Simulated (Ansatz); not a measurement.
# AlSiH5O2 (SMILES O[SiH2][O][AlH2]): HF/STO-3G

What is the electronic atomisation energy of AlSiH5O2 at HF/STO-3G? 

The results are computed with Ansatz 0.2.0.

75 further runs of the same task are left out: 75 set aside as unsound or not needed. Runs told in other sessions of the task aren't counted.

## 1. The structure to begin with

The species is AlSiH5O2 (9 atoms), meant as a singlet with charge 0. As SMILES, `O[SiH2][O][AlH2]`. The shape is that of a PBE0-D4/def2-TZVP optimisation. This is one conformer, not always the lowest.

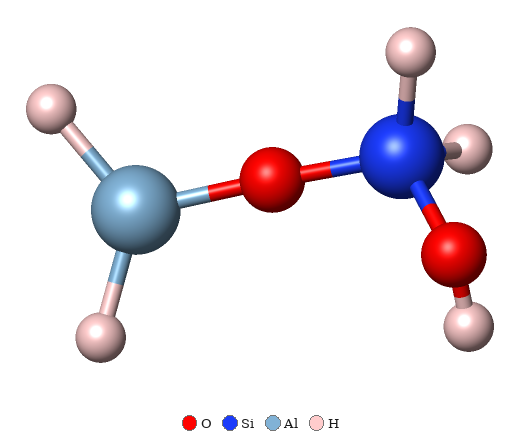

The structure, seen from a chosen angle (oxygen red, silicon blue, aluminium light blue, hydrogen pink).

## 2. A single-point energy at HF/STO-3G

Input file job.yaml:

```yaml
basis:
  gaussian: {orbitals: STO-3G}
crystal:
  periodic: [false, false, false]
  atoms:
    - {symbol: O, position_ang: [-0.795100, 1.829400, -0.898200]}
    - {symbol: Si, position_ang: [0.173000, 1.196700, 0.266900]}
    - {symbol: O, position_ang: [0.250800, -0.418900, 0.197700]}
    - {symbol: Al, position_ang: [0.325700, -2.080500, -0.060600]}
    - {symbol: H, position_ang: [-1.740800, 1.705800, -0.810900]}
    - {symbol: H, position_ang: [1.506100, 1.782800, 0.005000]}
    - {symbol: H, position_ang: [-0.337300, 1.564900, 1.614200]}
    - {symbol: H, position_ang: [-0.959500, -2.795700, -0.636800]}
    - {symbol: H, position_ang: [1.665600, -2.830600, 0.305400]}
hamiltonian: {xc: hf}
accuracy: high
output: {orbitals: {seedname: orbitals}}
```

Command:

```console
$ ansatz run job.yaml --threads 1 --pin off --max-ram 3480MiB --events-out events.jsonl --progress --plain --runs-dir runs
```

Standard output:

```text
Warning: RAYON_NUM_THREADS=1 ignored (pool sized by the plan → 1); use --threads N
Functional definition: HF
  name "HF"
  exchange = exact_x
  correlation = 0
650 factors; integrals over basis functions are off by at most 2.3e-8 eV
mean field evaluation 1: about -18371.7916 eV, gradient 2.9e1 eV
mean field evaluation 2: about -18371.8479 eV, gradient 3.0e1 eV
mean field evaluation 4: about -18374.9201 eV, gradient 1.7e0 eV
mean field evaluation 8: about -18374.9321 eV, gradient 3.1e-5 eV
mean field -18374.93207164 eV, -675.2662986567 hartree, gradient 8.5e-9 eV, S^2 0.000000; 0 other end points of the search recorded, 0 dependent functions left out
reference -18374.93207164 eV, -675.2662986567 hartree; 24, 24 occupied and 9, 9 virtual orbitals, 650 factors
Total energy: -18374.93207164 eV, -675.2662986567 hartree
```

Wall time 0.32 s (1 thread of Arm Neoverse V2, shared host).

## 3. The Al atom at the same level

Input file molecule.yaml:

```yaml
crystal:
  periodic: [false, false, false]
  atoms:
    - symbol: Al
      position_ang: [0.000000, 0.000000, 0.000000]
basis:
  gaussian:
    orbitals: STO-3G
magnetization:
  spin_polarized: true
  initial_magnetization: 1
hamiltonian:
  xc: hf
accuracy: high
```

Command:

```console
$ ansatz run molecule.yaml --threads 1 --pin off --max-ram 3480MiB --events-out events.jsonl --progress --plain --runs-dir runs
```

Standard output:

```text
Warning: RAYON_NUM_THREADS=1 ignored (pool sized by the plan → 1); use --threads N
[... 4 set-up lines as earlier in the session ...]
42 factors; integrals over basis functions are off by at most 1.7e-9 eV
mean field evaluation 1: about -6499.6647 eV, gradient 7.7e-1 eV
mean field evaluation 2: about -6499.6653 eV, gradient 7.7e-1 eV
mean field evaluation 4: about -6499.6671 eV, gradient 3.6e-6 eV
mean field evaluation 8: about -6499.6667 eV, gradient 3.4e-1 eV
mean field -6499.66714747 eV, -238.8583620369 hartree, gradient 5.8e-9 eV, S^2 0.750003; 0 other end points of the search recorded, 0 dependent functions left out
reference -6499.66714747 eV, -238.8583620369 hartree; 7, 6 occupied and 2, 3 virtual orbitals, 42 factors
Total energy: -6499.66714747 eV, -238.8583620369 hartree
```

It took 0.04 s on 1 thread of Arm Neoverse V2, shared host.

## 4. The H atom at the same level

Changes to molecule.yaml since step 3:

```diff
@@ -3,4 +3,3 @@
   atoms:
-    - symbol: Al
-      position_ang: [0.000000, 0.000000, 0.000000]
+    - {symbol: H, position_ang: [0.000000, 0.000000, 0.000000]}
 basis:
```

Run the same way, it converges to -0.46658 Eh (log not shown).

## 5. The O atom

Input file run.yaml:

```yaml
crystal:
  periodic: [false, false, false]
  atoms:
    - {symbol: O, position_ang: [0.000000, 0.000000, 0.000000]}
basis:
  gaussian: {orbitals: STO-3G}
magnetization: {spin_polarized: true, initial_magnetization: 2}
accuracy: high
hamiltonian: {xc: hf}
```

Run the same way, it converges to -73.80415 Eh (log not shown).

## 6. The Si atom, same level

Input file job.yaml:

```yaml
crystal:
  periodic: [false, false, false]
  atoms:
    - symbol: Si
      position_ang: [0.000000, 0.000000, 0.000000]
basis:
  gaussian:
    orbitals: STO-3G
magnetization:
  spin_polarized: true
  initial_magnetization: 2
hamiltonian:
  xc: hf
accuracy: high
```

Run the same way, it converges to -285.46622 Eh (log not shown).

## 7. Outcome

At HF/STO-3G:

| quantity | value |
| --- | --- |
| molecule: total energy | -675.26630 Eh |
| molecule: HOMO energy | -7.69 eV |
| molecule: LUMO energy | 9.47 eV |
| molecule: HOMO–LUMO gap | 17.16 eV |
| Al atom: total energy | -238.85836 Eh |
| Al atom: ⟨S²⟩ | 0.750 |
| H atom: total energy | -0.46658 Eh |
| H atom: ⟨S²⟩ | 0.750 |
| O atom: total energy | -73.80415 Eh |
| O atom: ⟨S²⟩ | 2.000 |
| Si atom: total energy | -285.46622 Eh |
| Si atom: ⟨S²⟩ | 2.000 |
| electronic atomisation energy | 27.225 eV |

Taking the molecule apart into free atoms costs 27.23 eV (628 kcal/mol), before zero-point energy and without spin-orbit coupling. Hartree–Fock lacks the correlation of the bonding pairs, which as a rule makes this value much too low; in minimal bases other errors can mask that. In a minimal basis such a difference can be off by several eV, whatever the method.
